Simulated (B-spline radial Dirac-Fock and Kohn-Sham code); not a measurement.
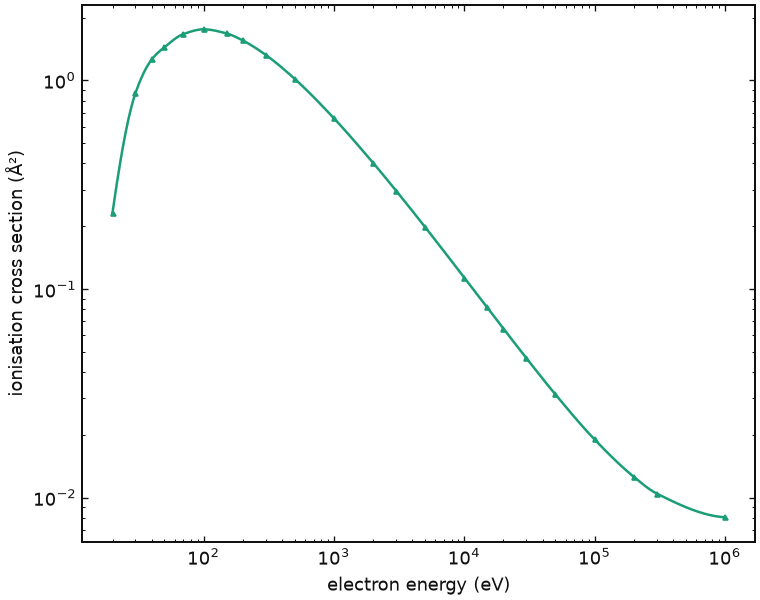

Fig. 1. Electron-impact ionisation cross section, summed over subshells, against electron energy. System: Sb⁺ ([Kr] 4d10 5s2 5p2). Method: the relativistic binary-encounter-Bethe model (direct ionisation alone), good to a few tens of per cent (computed with a radial B-spline solver).

Describe what the figure shows.

The threshold is 16.6 eV. The cross section peaks at 1.8 Å² near 100 eV, about 6.0 times the threshold, and falls to 0.0080 Å² at 1.0 MeV.
